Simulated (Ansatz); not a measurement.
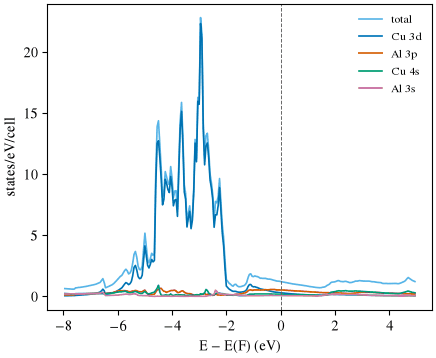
*Total and projected density of states of AlCu3 (Cu3Au type, space group No. 221), plane-wave PAW PBEsol (Ansatz code)*

### Question
Which orbitals carry the states next to the Fermi level?

### Answer
Within 0.5 eV of the Fermi level: Al 3p 43 %, Cu 3d 26 %, Cu 4s 14 %, Al 3s 6 %, outside the projected shells 11 %. Projections are on Löwdin-orthogonalised atomic valence shells; empty p or d shells of many metals are not among them.

### Question
Where is the tallest occupied peak in this window, and what makes it?

### Answer
Near -2.9 eV, about 23 states/eV per cell; the largest projected share is Cu 3d.

Space group Pm-3m (Cu3Au type). The workflow started from a Materials Project entry (that database holds measured and hypothetical structures alike); the Crystallography Open Database copy checked does not list it. With Al and Cu taken as one species the cell has the higher symmetry Fm-3m, so it may be an ordered model of a mixed-site phase. Whether it is the stable phase at ambient conditions was not checked. Symmetry was held in the PBEsol relaxation; of distortions, only those at the zone centre were tested. No spin polarisation was allowed.

Potentials: the later of the program's two PAW sets.
